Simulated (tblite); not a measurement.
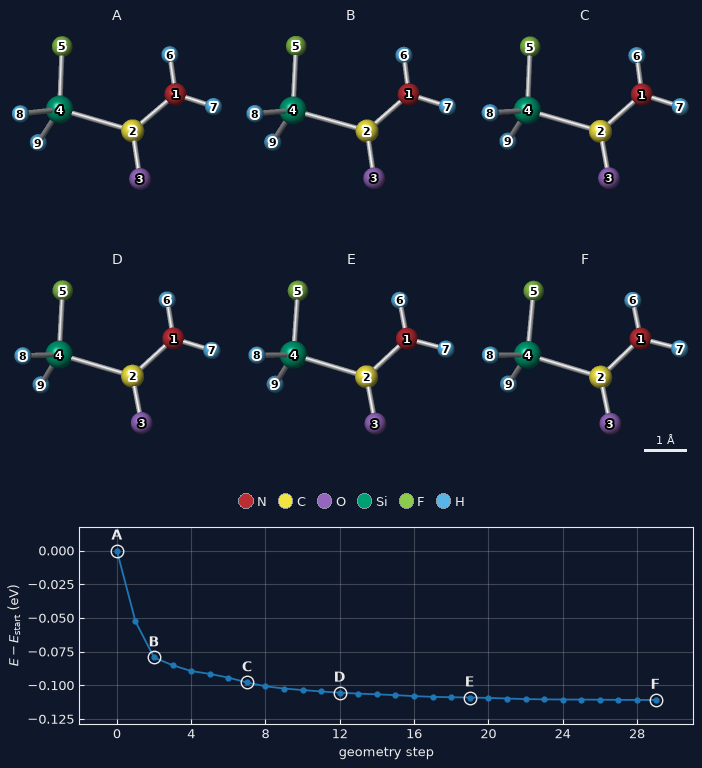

Frames of a relaxation of CH$_{4}$FNOSi, marked on the history of the run. Style: ball-and-stick. Shown at a tilt.

Method: GFN2-xTB geometry optimisation, gas phase (tblite). 

> Describe the path.

H6 moves most after the best rigid fit: 0.13 Å. Largest moves by element: H 0.13 Å, F 0.09 Å, N 0.07 Å, O 0.06 Å, C 0.06 Å, Si 0.04 Å. Near-neighbour distances that change, for instance: Si4–H8 1.497 → 1.452 Å, Si4–H9 1.494 → 1.452 Å, C2–O3 1.245 → 1.217 Å, Si4–F5 1.595 → 1.622 Å. Among the angles between lasting bonds that change: H8–Si4–H9 109.2° → 115.8°, N1–C2–Si4 121.1° → 116.9°, O3–C2–Si4 117.9° → 121.4°. After 29 geometry steps the energy has fallen by 0.111 eV. From step 0 to 2: Si4 moves most (0.03 Å), energy −0.079 eV. From step 2 to 7: H atoms move most (0.04 Å), energy −0.019 eV. From step 7 to 12: H6 moves most (0.04 Å), energy −0.008 eV. From step 12 to 19: H6 moves most (0.04 Å), energy −0.004 eV. From step 19 to 29: F5 moves most (0.04 Å), energy −0.002 eV.
